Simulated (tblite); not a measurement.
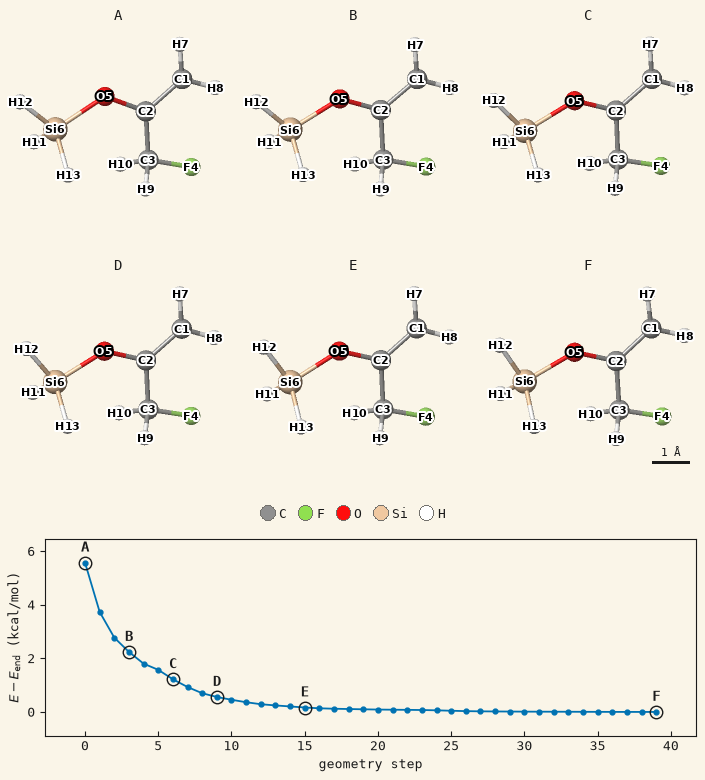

Frames of a relaxation of C3H7FOSi, marked on the history of the run. The picture is a ball-and-stick view, seen from a free direction.

Computed with GFN2-xTB geometry optimisation, gas phase (tblite 0.8.0). 

Question: What happens along the run?

Answer: Over 39 geometry steps the energy falls by 5.57 kcal/mol. The atom that moves furthest after the best rigid fit is H12 (0.33 Å). By element the largest moves are H 0.33 Å, O 0.18 Å, Si 0.07 Å, C 0.04 Å, F 0.03 Å. Among the contacts that change: C2–O5 1.407 → 1.349 Å, O5–Si6 1.660 → 1.624 Å, Si6–H12 1.487 → 1.452 Å, C1–C2 1.346 → 1.325 Å. Among the angles between lasting bonds that change: C2–O5–Si6 125.0° → 136.2°, O5–Si6–H12 109.8° → 99.0°, C3–C2–O5 121.9° → 115.0°. From step 0 to 3: O5 moves most (0.07 Å), energy −3.33 kcal/mol. From step 3 to 6: H12 moves most (0.08 Å), energy −1.02 kcal/mol. From step 6 to 9: H12 moves most (0.09 Å), energy −0.66 kcal/mol. From step 9 to 15: H12 moves most (0.08 Å), energy −0.39 kcal/mol. From step 15 to 39: H12 moves most (0.06 Å), energy −0.17 kcal/mol.

```tsv
step	E − E(0), kcal/mol
0	0.00
1	-1.84
2	-2.80
3	-3.33
4	-3.77
5	-4.00
6	-4.35
7	-4.64
8	-4.87
9	-5.01
10	-5.12
12	-5.28
13	-5.33
15	-5.41
16	-5.43
18	-5.46
19	-5.47
21	-5.49
22	-5.49
24	-5.51
25	-5.53
27	-5.55
28	-5.55
30	-5.56
31	-5.56
33	-5.56
34	-5.57
36	-5.57
37	-5.57
39	-5.57
```
